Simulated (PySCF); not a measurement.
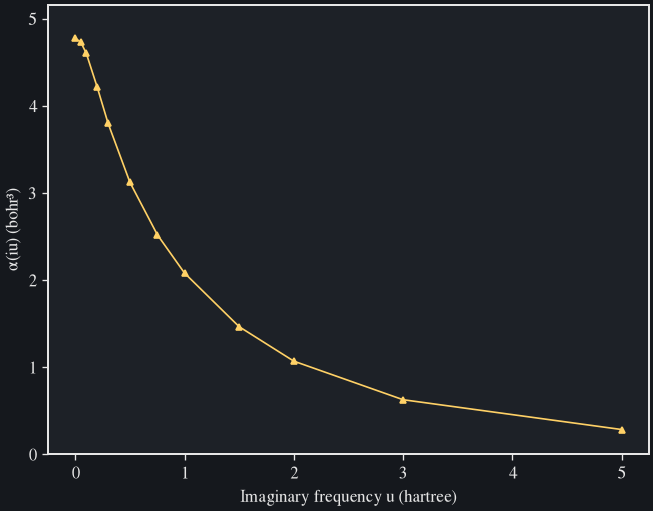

Dipole polarisability at imaginary frequency of Ti²⁺ ([Ar] 3d²). Coupled response at the PBE0 level; PySCF, def2-QZVPPD, non-relativistic, unrestricted single determinants, no spin-orbit coupling.

Give the static polarisability, its fall-off and C₆.

The static dipole polarisability is 4.77 bohr³; α(iu) falls to half of it near u = 0.82 hartree. The Casimir–Polder integral gives C₆ = 14.3 hartree bohr⁶ for two such species.
